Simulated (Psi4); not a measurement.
**BBr2F (dibromofluoroborane): TPSSh/cc-pVDZ**

What is the vertical singlet–triplet gap of BBr2F (dibromofluoroborane) at TPSSh/cc-pVDZ? 

The calculation is run with Psi4 1.11.

## (1) The molecule

BBr2F: 4 atoms, total charge 0, spin state singlet. As SMILES, `FB(Br)Br`. Geometry: relaxed at PBE0-D4/def2-TZVP.

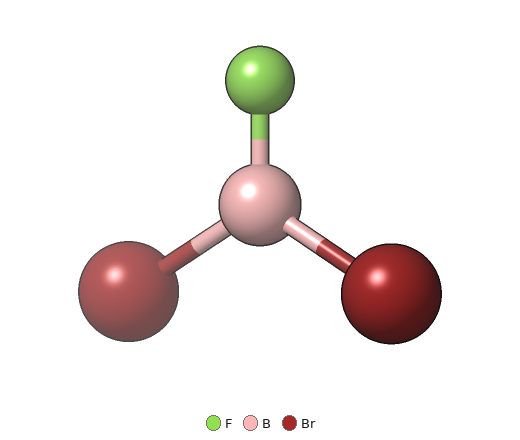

The structure, seen from a chosen angle (fluorine green, boron pink, bromine red).

## (2) Energy and gradient at TPSSh/cc-pVDZ

Input file job.in:

```
memory 2200 mb

molecule {
  0 1
  F
  B 1 R2
  Br 2 R3 1 A3
  Br 2 R4 1 A4 3 D4

  R2 = 1.307499
  R3 = 1.900866
  A3 = 119.13251
  R4 = 1.900886
  A4 = 119.13227
  D4 = 179.97485
  units angstrom
  symmetry c1
}

set puream true
set e_convergence 1e-09
set d_convergence 1e-08
set scf_type pk
set dft_radial_points 99
set dft_spherical_points 590

e_tot, wfn = gradient('tpssh/cc-pVDZ', return_wfn=True)
oeprop(wfn, 'MAYER_INDICES', 'WIBERG_LOWDIN_INDICES', 'DIPOLE')
```

Run with:

```sh
psi4 -i job.in -o job.out -n 1
```

job.out:

```text
[...]
  Running in c1 symmetry.
[...]
  Nuclear repulsion =  430.662989381578996
[...]
  Multiplicity = 1
[...]
  Nalpha       = 42
  Nbeta        = 42
[...]
    Number of basis functions: 82
[...]
   @RKS iter   1: -5272.65383250668765   -2.52971e+00   1.06124e-02 ADIIS/DIIS
[...]
   @RKS iter  10: -5272.91376605497499   -3.09228e-11   6.58932e-09 DIIS
[...]
    Orbital Energies [Eh]
    ---------------------
    Doubly Occupied:
       1A   -482.598265     2A   -482.598263     3A    -62.316207
       4A    -62.316205     5A    -56.102812     6A    -56.102810
       7A    -56.100912     8A    -56.100910     9A    -56.100195
      10A    -56.100192    11A    -24.662921    12A     -8.652569
      13A     -8.652542    14A     -6.855101    15A     -6.472013
      16A     -6.472010    17A     -6.464419    18A     -6.464416
      19A     -6.462004    20A     -6.462001    21A     -2.592283
      22A     -2.592280    23A     -2.590406    24A     -2.590403
      25A     -2.588607    26A     -2.588591    27A     -2.582664
      28A     -2.582661    29A     -2.582547    30A     -2.582544
      31A     -1.235195    32A     -0.799186    33A     -0.772529
      34A     -0.562913    35A     -0.480702    36A     -0.472465
[...]
  @RKS Final Energy: -5272.91376605497499
   => Energetics <=
    Nuclear Repulsion Energy =            430.6629893815789956
    One-Electron Energy =               -8194.1348837760961032
    Two-Electron Energy =                2668.2531282624167943
    DFT Exchange-Correlation Energy =    -177.6949999228744446
    Empirical Dispersion Energy =           0.0000000000000000
    VV10 Nonlocal Energy =                  0.0000000000000000
    Total Energy =                      -5272.9137660549749853
[...]
  -Total Gradient:
     Atom            X                  Y                   Z
    ------   -----------------  -----------------  -----------------
       1        0.000013697765    -0.000000419216     0.018489770945
       2       -0.000031586028    -0.000005619416    -0.014726775743
       3        0.000009798737     0.003683689301    -0.001893731514
       4        0.000008184298    -0.003677654409    -0.001890020406
[...]
 Multipole Moments:
 ------------------------------------------------------------------------------------
     Multipole            Electronic (a.u.)      Nuclear  (a.u.)        Total (a.u.)
 ------------------------------------------------------------------------------------
 L = 1.  Multiply by 2.5417464519 to convert [e a0] to [Debye]
 Dipole X            :          0.0002868           -0.0004002           -0.0001135
 Dipole Y            :         -0.0000246           -0.0000116           -0.0000362
 Dipole Z            :          2.3172783           -2.2624454            0.0548330
 Magnitude           :                                                    0.0548331
[...]
```

Wall time 2.6 min (1 thread of AMD EPYC 7R43 (Zen 3), shared host); peak memory 1.6 GiB.

## (3) The triplet

Input file calc.py:

```python
import psi4

psi4.set_memory(2200000000)
psi4.set_num_threads(1)
psi4.core.set_output_file('output.dat', False)

m = psi4.geometry("""
0 3
F      1.316550     0.465960     0.364370
B      0.123960     0.043770     0.034160
Br    -0.483040    -1.629420     0.701450
Br    -0.957470     1.119690    -1.099980
units angstrom
symmetry c1
no_reorient
no_com
""")

options = {'reference': 'uks', 'puream': True, 'e_convergence': 1e-09, 'd_convergence': 1e-08, 'scf_type': 'pk', 'dft_radial_points': 99, 'dft_spherical_points': 590, 'maxiter': 100}
psi4.set_options(options)

e, wfn = psi4.gradient("tpssh/cc-pVDZ", return_wfn=True)
psi4.oeprop(wfn, "DIPOLE", "QUADRUPOLE", "WIBERG_LOWDIN_INDICES")
print('gradient / Eh bohr^-1')
print(e.np.round(6))
print(f'energy = {wfn.energy():.10f} Eh')
```

Run with:

```sh
python calc.py
```

output.dat (excerpt; [...] marks lines left out):

```text
[...]
  Running in c1 symmetry.
[...]
  Nuclear repulsion =  430.663016420337158
[...]
  Multiplicity = 3
[...]
  Nalpha       = 43
  Nbeta        = 41
[...]
    Number of basis functions: 82
[...]
   @UKS iter   1: -5272.47248227451109   -2.34836e+00   1.01014e-02 ADIIS/DIIS
[...]
   @UKS iter  14: -5272.70712102252219   -1.00044e-11   7.81291e-09 DIIS
[...]
   @S^2 Observed:                2.006022085E+00
[...]
  @UKS Final Energy: -5272.70712102252219
   => Energetics <=
    Nuclear Repulsion Energy =            430.6630164203371578
    One-Electron Energy =               -8192.7498743642154295
    Two-Electron Energy =                2667.0789928225503900
    DFT Exchange-Correlation Energy =    -177.6992559011943911
    Empirical Dispersion Energy =           0.0000000000000000
    VV10 Nonlocal Energy =                  0.0000000000000000
    Total Energy =                      -5272.7071210225221876
[...]
  -Total Gradient:
     Atom            X                  Y                   Z
    ------   -----------------  -----------------  -----------------
       1       -0.065084556329    -0.023060009758    -0.018049502349
       2        0.027543272151     0.009800954718     0.007713456044
       3        0.016244719639     0.021316323048    -0.004451695610
       4        0.021309149847    -0.008052764009     0.014791307771
[...]
 Multipole Moments:
 ------------------------------------------------------------------------------------
     Multipole            Electronic (a.u.)      Nuclear  (a.u.)        Total (a.u.)
 ------------------------------------------------------------------------------------
 L = 1.  Multiply by 2.5417464519 to convert [e a0] to [Debye]
 Dipole X            :         71.1053450          -71.7134057           -0.6080607
 Dipole Y            :         25.1604352          -25.3753558           -0.2149206
 Dipole Z            :         19.6712870          -19.8391386           -0.1678515
 Magnitude           :                                                    0.6664104
 L = 2.  Multiply by 1.3450342976 to convert [e a0^2] to [Debye ang]
 Quadrupole XX       :       -234.0700031          199.7269455          -34.3430576
 Quadrupole XY       :         15.5967547          -15.8074748           -0.2107201
[...]
```

On the terminal:

```text
gradient / Eh bohr^-1
[[-0.065085 -0.02306  -0.01805 ]
 [ 0.027543  0.009801  0.007713]
 [ 0.016245  0.021316 -0.004452]
 [ 0.021309 -0.008053  0.014791]]
energy = -5272.7071210225 Eh
```

It took 2.8 min on 1 thread of AMD EPYC 7R43 (Zen 3), shared host; peak memory 1.6 GiB.

## (4) Summary of results

Level: TPSSh/cc-pVDZ.

| quantity | value |
| --- | --- |
| singlet: total energy | -5272.91377 Eh |
| singlet: dipole moment | 0.14 D |
| singlet: HOMO energy | -7.83 eV |
| singlet: LUMO energy | -1.60 eV |
| singlet: HOMO–LUMO gap | 6.22 eV |
| singlet: largest force on an atom | 0.951 eV/Å |
| triplet: total energy | -5272.70712 Eh |
| triplet: dipole moment | 1.69 D |
| triplet: HOMO energy (highest over α and β) | -2.27 eV |
| triplet: ⟨S²⟩ | 2.006 |
| triplet: largest force on an atom | 3.670 eV/Å |
| vertical energy of the triplet above the singlet | 5.623 eV |

At this shape the triplet lies 5.62 eV (130 kcal/mol) above the singlet. The largest force (singlet) is 0.95 eV/Å: the shape isn't a stationary point for this species at this level.
